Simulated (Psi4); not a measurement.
# CClF3 (SMILES FC(F)(F)Cl): levels of theory compared

Aim: a comparison of 3 runs (B2PLYP/def2-SVPD, DSD-PBEP86/def2-SVPD, wB97X-V/def2-SVPD) of CClF3. 

The results are computed with Psi4 1.11.

### Step 1. Starting point

CClF3: 5 atoms, total charge 0, spin state singlet. SMILES: `FC(F)(F)Cl`. The C2–Cl5 distance was set to 3.160 Å, away from the relaxed value. At this shape the atoms don't form one bonded unit as the SMILES string has it.

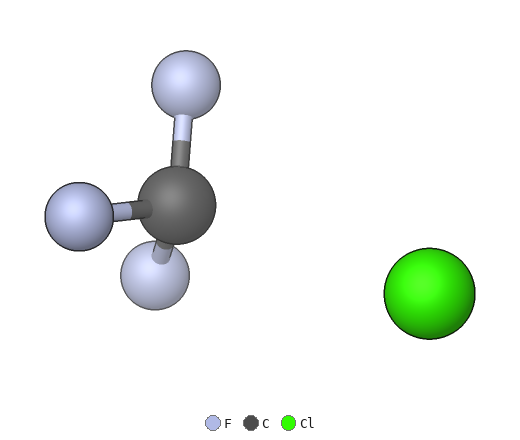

The structure, seen from a chosen angle (fluorine light blue, carbon dark grey, chlorine green).

### Step 2. The energy at B2PLYP/def2-SVPD (density fitting for correlation) (run 1)

Contents of cclf3.xyz:

```xyz
5
CClF3
F     -0.009092    -1.217498     1.953359
C     -0.224992    -1.319098     0.653359
F     -1.472392    -1.711198     0.460159
F      0.588908    -2.235598     0.158759
Cl     0.276300     1.463300    -0.758000
```

Contents of run.py:

```python
import psi4

psi4.set_memory('1600 MB')
psi4.set_num_threads(1)
psi4.set_output_file('output.dat', False)

with open('cclf3.xyz') as f:
    atoms = ''.join(f.readlines()[2:])
geom = psi4.geometry('0 1\n' + atoms + 'symmetry c1')

psi4.set_options({
    'puream': True,
    'e_convergence': 1e-09,
    'd_convergence': 1e-08,
    'scf_type': 'pk',
    'dft_radial_points': 99,
    'dft_spherical_points': 590,
    'num_frozen_docc': 9,
})

energy_value, wavefunction = psi4.energy("b2plyp/def2-SVPD", return_wfn=True)
print(f'b2plyp/def2-SVPD energy: {energy_value:.10f} Eh')
```

Command:

```console
$ python run.py
```

output.dat:

```text
[...]
  Running in c1 symmetry.
[...]
  Nuclear repulsion =  205.325109922870837
[...]
  Multiplicity = 1
[...]
  Nalpha       = 25
  Nbeta        = 25
[...]
    Number of basis functions: 116
[...]
   @RKS iter   1:  -796.33400861182713   -2.07513e-01   5.90209e-03 DIIS/ADIIS
[...]
   @RKS iter  13:  -796.62878509164307   -9.09495e-13   2.40084e-09 DIIS
[...]
    Orbital Energies [Eh]
    ---------------------
    Doubly Occupied:
       1A   -102.896973     2A    -25.505171     3A    -25.505161
       4A    -25.505146     5A    -11.028665     6A     -9.922302
       7A     -7.569709     8A     -7.561473     9A     -7.561473
      10A     -1.571726    11A     -1.473724    12A     -1.473703
      13A     -0.888412    14A     -0.882016    15A     -0.784960
      16A     -0.784954    17A     -0.738704    18A     -0.657841
      19A     -0.657838    20A     -0.619893    21A     -0.619884
      22A     -0.601657    23A     -0.367189    24A     -0.367189
      25A     -0.363738
[...]
  @RKS Final Energy:  -796.62878509164307
   => Energetics <=
    Nuclear Repulsion Energy =            205.3251099228708370
    One-Electron Energy =               -1509.9302366399854236
    Two-Electron Energy =                 538.9095485704425528
    DFT Exchange-Correlation Energy =     -30.9332069449709159
    Empirical Dispersion Energy =           0.0000000000000000
    VV10 Nonlocal Energy =                  0.0000000000000000
    Total Energy =                       -796.6287850916430671
[...]
 Multipole Moments:
 ------------------------------------------------------------------------------------
     Multipole            Electronic (a.u.)      Nuclear  (a.u.)        Total (a.u.)
 ------------------------------------------------------------------------------------
 L = 1.  Multiply by 2.5417464519 to convert [e a0] to [Debye]
 Dipole X            :         -0.4414662            0.2289740           -0.2124922
 Dipole Y            :         -2.4504649            1.2707078           -1.1797571
 Dipole Z            :          1.2430504           -0.6445491            0.5985013
 Magnitude           :                                                    1.3398446
[...]
```

The script printed:

```text
b2plyp/def2-SVPD energy: -796.9355059864 Eh
```

Wall time 20 s (1 thread of AMD EPYC 7R43 (Zen 3), shared host); peak memory 0.67 GiB.

### Step 3. A single-point energy at DSD-PBEP86/def2-SVPD (density fitting for correlation) (run 2)

Contents of input.json:

```json
{
 "schema_name": "qcschema_input",
 "schema_version": 1,
 "molecule": {
  "schema_name": "qcschema_molecule",
  "schema_version": 2,
  "symbols": ["F", "C", "F", "F", "Cl"],
  "geometry": [-0.01718139, -2.30073778, 3.69131353, -0.42517326, -2.49273395, 1.23466957, -2.78241763, -3.23369557, 0.86957448, 1.11287483, -4.22466794, 0.30001103, 0.52213133, 2.76523624, -1.4324124],
  "molecular_charge": 0,
  "molecular_multiplicity": 1,
  "fix_symmetry": "c1"
 },
 "driver": "energy",
 "model": {
  "method": "dsd-pbep86",
  "basis": "def2-SVPD"
 },
 "keywords": {
  "puream": true,
  "e_convergence": 1e-09,
  "d_convergence": 1e-08,
  "scf_type": "pk",
  "dft_radial_points": 99,
  "dft_spherical_points": 590,
  "num_frozen_docc": 9
 }
}
```

Command:

```console
$ psi4 --qcschema input.json -n 1 --memory 1600MB
```

stdout:

```text
[...]
  Running in c1 symmetry.
[...]
  Nuclear repulsion =  205.325110075273813
[...]
  Multiplicity = 1
[...]
  Nalpha       = 25
  Nbeta        = 25
[...]
    Number of basis functions: 116
[...]
   @RKS iter   1:  -795.66416717387210   -3.18049e-01   5.90847e-03 ADIIS/DIIS
[...]
   @RKS iter  13:  -795.95500399483410   -1.13687e-11   3.60077e-09 DIIS
[...]
    Orbital Energies [Eh]
    ---------------------
    Doubly Occupied:
       1A   -103.655599     2A    -25.883514     3A    -25.883503
       4A    -25.883481     5A    -11.288483     6A    -10.183912
       7A     -7.756937     8A     -7.750735     9A     -7.750735
      10A     -1.677603    11A     -1.577198    12A     -1.577176
      13A     -0.957272    14A     -0.943510    15A     -0.847846
      16A     -0.847840    17A     -0.801122    18A     -0.719167
      19A     -0.719163    20A     -0.681179    21A     -0.681169
      22A     -0.664604    23A     -0.400614    24A     -0.400614
      25A     -0.384379
[...]
  @RKS Final Energy:  -795.95500399483410
   => Energetics <=
    Nuclear Repulsion Energy =            205.3251100752738125
    One-Electron Energy =               -1509.6513140781721631
    Two-Electron Energy =                 526.7425602899771775
    DFT Exchange-Correlation Energy =     -18.3713602819129846
    Empirical Dispersion Energy =           0.0000000000000000
    VV10 Nonlocal Energy =                  0.0000000000000000
    Total Energy =                       -795.9550039948341009
[...]
 Multipole Moments:
 ------------------------------------------------------------------------------------
     Multipole            Electronic (a.u.)      Nuclear  (a.u.)        Total (a.u.)
 ------------------------------------------------------------------------------------
 L = 1.  Multiply by 2.5417464519 to convert [e a0] to [Debye]
 Dipole X            :         -0.4608964            0.2289740           -0.2319225
 Dipole Y            :         -2.5583062            1.2707078           -1.2875984
 Dipole Z            :          1.2977539           -0.6445491            0.6532048
 Magnitude           :                                                    1.4623181
[...]
```

The result, in JSON:

```text
{
 "driver": "energy",
 "model": {
  "method": "dsd-pbep86",
  "basis": "def2-SVPD"
 },
 "success": true,
 "return_result": -796.4377983530894,
 "properties": {
  "calcinfo_nbasis": 116,
  "calcinfo_nmo": 116,
  "calcinfo_nalpha": 25,
  "calcinfo_nbeta": 25,
  "calcinfo_natom": 5,
  "nuclear_repulsion_energy": 205.3251100752738,
  "return_energy": -796.4377983530894,
  "scf_one_electron_energy": -1509.6513140781722,
  "scf_two_electron_energy": 526.7425602899772,
  "scf_xc_energy": -18.371360281912985,
  "scf_dipole_moment": [-0.23192245576675052, -1.2875983795985562, 0.6532048085792157],
  "scf_total_energy": -795.9550039948341,
  "scf_iterations": 13
 }
}
```

It took 20 s on 1 thread of AMD EPYC 7R43 (Zen 3), shared host; peak memory 0.67 GiB.

### Step 4. The energy at wB97X-V/def2-SVPD (run 3)

cclf3.xyz is that of step 2.

Contents of cclf3.py:

```python
import psi4

psi4.set_memory(1600000000)
psi4.set_num_threads(1)
psi4.core.set_output_file('psi4.out', False)

with open('cclf3.xyz') as f:
    atoms = ''.join(f.readlines()[2:])
molecule = psi4.geometry('0 1\n' + atoms + 'symmetry c1')

psi4.set_options({
    'reference': 'rks',
    'puream': True,
    'e_convergence': 1e-09,
    'd_convergence': 1e-08,
    'scf_type': 'pk',
    'dft_radial_points': 99,
    'dft_spherical_points': 590,
})

energy_value = psi4.energy('wb97x-v/def2-SVPD')
print('E =', round(energy_value, 9))
for k, v in sorted(psi4.core.scalar_variables().items()):
    print(f'{k:45s} {v:18.10f}')
```

Command:

```console
$ python cclf3.py
```

psi4.out:

```text
[...]
  Running in c1 symmetry.
[...]
  Nuclear repulsion =  205.325109922870837
[...]
  Multiplicity = 1
[...]
  Nalpha       = 25
  Nbeta        = 25
[...]
    Number of basis functions: 116
[...]
   @RKS iter   1:  -796.82287517835152   -2.50460e-01   5.97431e-03 ADIIS/DIIS
[...]
   @RKS iter  15:  -797.12321517133114   -2.85354e-11   7.94000e-09 DIIS
[...]
    Orbital Energies [Eh]
    ---------------------
    Doubly Occupied:
       1A   -101.498805     2A    -24.910623     3A    -24.910611
       4A    -24.910600     5A    -10.673293     6A     -9.556123
       7A     -7.320005     8A     -7.307909     9A     -7.307909
      10A     -1.535277    11A     -1.437764    12A     -1.437743
      13A     -0.902567    14A     -0.893481    15A     -0.805377
      16A     -0.805370    17A     -0.762035    18A     -0.675227
      19A     -0.675225    20A     -0.636015    21A     -0.636005
      22A     -0.614881    23A     -0.406727    24A     -0.406325
      25A     -0.406325
[...]
  @RKS Final Energy:  -797.12321517133114
   => Energetics <=
    Nuclear Repulsion Energy =            205.3251099228708370
    One-Electron Energy =               -1509.7672898061696287
    Two-Electron Energy =                 554.7295669356151393
    DFT Exchange-Correlation Energy =     -47.6188541803493237
    Empirical Dispersion Energy =           0.0000000000000000
    VV10 Nonlocal Energy =                  0.2082519567018873
    Total Energy =                       -797.1232151713311396
[...]
 Multipole Moments:
 ------------------------------------------------------------------------------------
     Multipole            Electronic (a.u.)      Nuclear  (a.u.)        Total (a.u.)
 ------------------------------------------------------------------------------------
 L = 1.  Multiply by 2.5417464519 to convert [e a0] to [Debye]
 Dipole X            :         -0.4679657            0.2289740           -0.2389918
 Dipole Y            :         -2.5975036            1.2707078           -1.3267958
 Dipole Z            :          1.3176422           -0.6445491            0.6730931
 Magnitude           :                                                    1.5068372
[...]
```

On the terminal:

```text
E = -797.123215171
CURRENT ENERGY                                   -797.1232151713
CURRENT REFERENCE ENERGY                         -797.1232151713
DD SOLVATION ENERGY                                 0.0000000000
DFT FUNCTIONAL TOTAL ENERGY                      -797.1232151713
DFT TOTAL ENERGY                                 -797.1232151713
DFT VV10 ENERGY                                     0.2082519567
DFT XC ENERGY                                     -47.6188541803
GRID ELECTRONS ALPHA                               24.9999998093
GRID ELECTRONS BETA                                24.9999998093
GRID ELECTRONS TOTAL                               49.9999996185
NUCLEAR REPULSION ENERGY                          205.3251099229
ONE-ELECTRON ENERGY                             -1509.7672898062
PCM POLARIZATION ENERGY                             0.0000000000
PE ENERGY                                           0.0000000000
SCF ITERATION ENERGY                             -797.1232151713
SCF ITERATIONS                                     15.0000000000
SCF TOTAL ENERGY                                 -797.1232151713
TWO-ELECTRON ENERGY                               554.7295669356
XC GRID RADIAL POINTS                              99.0000000000
XC GRID SPHERICAL POINTS                          590.0000000000
XC GRID TOTAL POINTS                           283809.0000000000
```

Run time: 1.7 min. Hardware: 1 thread of AMD EPYC 7R43 (Zen 3), shared host; peak memory 0.85 GiB.

### Step 5. All runs side by side

| run | level | fitting correlation | frozen core orbitals | energy (Eh) | HOMO energy (eV) | LUMO energy (eV) | HOMO–LUMO gap (eV) | wall time |
| --- | --- | --- | --- | --- | --- | --- | --- | --- |
| 1 | B2PLYP/def2-SVPD (density fitting for correlation) | density fitting | 9 | -796.935506 | -9.90 | -5.44 | 4.46 | 20 s |
| 2 | DSD-PBEP86/def2-SVPD (density fitting for correlation) | density fitting | 9 | -796.437798 | -10.46 | -4.77 | 5.69 | 20 s |
| 3 | wB97X-V/def2-SVPD | – | 0 | -797.123215 | -11.06 | -4.54 | 6.51 | 1.7 min |

### Step 6. Outcome

| quantity | value |
| --- | --- |
| run 3: total energy | -797.12322 Eh |
| run 3: dipole moment | 3.83 D |
| run 3: HOMO energy | -11.06 eV |
| run 3: LUMO energy | -4.54 eV |
| run 3: HOMO–LUMO gap | 6.51 eV |

In words: The HOMO–LUMO gap runs from 4.46 eV (B2PLYP/def2-SVPD) to 6.51 eV (wB97X-V/def2-SVPD). A double hybrid's value is that of its SCF part. Totals of different functionals can't be ranked against each other. In runs 1, 2, 3 a closed-shell determinant meets a far-stretched bond, which it describes badly. All runs together took 2.4 min, the longest 1.7 min.
